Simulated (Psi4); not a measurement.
# SiN3H6F (SMILES N[Si](N)(N)F) at PBE/def2-SVP (density fitting, sweep point 9)

We compute a single-point energy of SiN3H6F. Input form: a Python script.

The calculation is run with Psi4 1.11.

6 further runs of the same task are left out: 6 set aside as unsound or not needed.

**1. Starting point**

SiN3H6F has 11 atoms, charge 0, and is taken as a singlet. As SMILES, `N[Si](N)(N)F`. Geometry: relaxed at PBE0-D4/def2-TZVP. This is one conformer, not always the lowest.

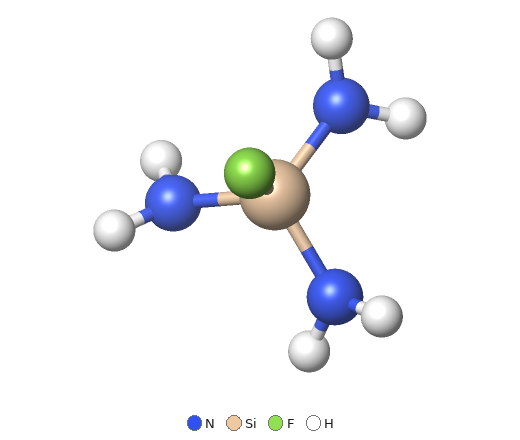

Viewed from a chosen angle; nitrogen blue, silicon light orange, fluorine green, hydrogen white.

**2. A single-point energy at PBE/def2-SVP (density fitting, sweep point 9)**

calc.py

```python
import psi4

psi4.set_memory(1600000000)
psi4.set_num_threads(1)
psi4.set_output_file('fh6n3si.out', False)

geom = psi4.geometry("""
0 1
N     -1.479800    -0.660900    -0.004000
Si    -0.084200     0.307600    -0.010500
N      0.807100     0.058700     1.413100
N      0.866600    -0.030000    -1.376600
F     -0.528500     1.851400    -0.074200
H     -2.324300    -0.402500     0.476200
H     -1.639700    -1.321400    -0.743700
H      0.498800    -0.611200     2.095100
H      1.441800     0.739500     1.792200
H      0.704000     0.387500    -2.276400
H      1.803600    -0.375800    -1.270400
units angstrom
symmetry c1
""")

psi4.set_options({
    'basis': 'def2-SVP',
    'scf_type': 'df',
    'basis_guess': True,
})

e, wfn = psi4.energy('pbe', return_wfn=True)
print(f'total energy {e:.8f} hartree = {e * 27.211386:.5f} eV')
for k, v in sorted(psi4.core.scalar_variables().items()):
    print(f'{k:45s} {v:18.10f}')
```

Command:

```bash
python calc.py
```

fh6n3si.out:

```text
[...]
  Running in c1 symmetry.
[...]
  Nuclear repulsion =  263.976186331759664
[...]
  Multiplicity = 1
[...]
  Nalpha       = 25
  Nbeta        = 25
[...]
    Number of basis functions: 86
[...]
   @DF-RKS iter   1:  -555.75941388996227    3.73962e-01   1.61684e-02 ADIIS/DIIS
[...]
   @DF-RKS iter   6:  -556.61172016831858   -4.48254e-08   9.45706e-07 DIIS
[...]
    Orbital Energies [Eh]
    ---------------------
    Doubly Occupied:
       1A    -65.429059     2A    -24.207173     3A    -13.954515
       4A    -13.954378     5A    -13.954331     6A     -5.070962
       7A     -3.487781     8A     -3.485028     9A     -3.484997
      10A     -1.017936    11A     -0.762395    12A     -0.733817
      13A     -0.733707    14A     -0.473119    15A     -0.432661
      16A     -0.432320    17A     -0.426670    18A     -0.370367
      19A     -0.366452    20A     -0.366220    21A     -0.312490
      22A     -0.312384    23A     -0.204351    24A     -0.203858
      25A     -0.203217
[...]
  @DF-RKS Final Energy:  -556.61172016831858
   => Energetics <=
    Nuclear Repulsion Energy =            263.9761863317596635
    One-Electron Energy =               -1293.9087171087849129
    Two-Electron Energy =                 527.4329349999486567
    DFT Exchange-Correlation Energy =     -54.1121243912419914
    Empirical Dispersion Energy =           0.0000000000000000
    VV10 Nonlocal Energy =                  0.0000000000000000
    Total Energy =                       -556.6117201683185840
[...]
 Multipole Moments:
 ------------------------------------------------------------------------------------
     Multipole            Electronic (a.u.)      Nuclear  (a.u.)        Total (a.u.)
 ------------------------------------------------------------------------------------
 L = 1.  Multiply by 2.5417464519 to convert [e a0] to [Debye]
 Dipole X            :         -1.2531951            1.4042266            0.1510315
 Dipole Y            :          4.3639730           -4.8693569           -0.5053839
 Dipole Z            :         -0.1761209            0.1961423            0.0200214
 Magnitude           :                                                    0.5278487
[...]
```

Standard output:

```text
total energy -556.61172017 hartree = -15146.17637 eV
CURRENT ENERGY                                   -556.6117201683
CURRENT REFERENCE ENERGY                         -556.6117201683
DD SOLVATION ENERGY                                 0.0000000000
DFT FUNCTIONAL TOTAL ENERGY                      -556.6117201683
DFT TOTAL ENERGY                                 -556.6117201683
DFT VV10 ENERGY                                     0.0000000000
DFT XC ENERGY                                     -54.1121243912
GRID ELECTRONS ALPHA                               24.9999915091
GRID ELECTRONS BETA                                24.9999915091
GRID ELECTRONS TOTAL                               49.9999830183
NUCLEAR REPULSION ENERGY                          263.9761863318
ONE-ELECTRON ENERGY                             -1293.9087171088
PCM POLARIZATION ENERGY                             0.0000000000
PE ENERGY                                           0.0000000000
SCF ITERATION ENERGY                             -556.6117201683
SCF ITERATIONS                                      6.0000000000
SCF TOTAL ENERGY                                 -556.6117201683
TWO-ELECTRON ENERGY                               527.4329349999
XC GRID RADIAL POINTS                              75.0000000000
XC GRID SPHERICAL POINTS                          302.0000000000
XC GRID TOTAL POINTS                           236690.0000000000
```

It took 9.6 s on 1 thread of AMD EPYC 9R45 (Zen 5), shared host; peak memory 0.82 GiB.

**3. What came out**

At PBE/def2-SVP (density fitting, sweep point 9):

| quantity | value |
| --- | --- |
| total energy | -556.61172 Eh |
| dipole moment | 1.34 D |
| HOMO energy | -5.53 eV |
| LUMO energy | 0.78 eV |
| HOMO–LUMO gap | 6.31 eV |
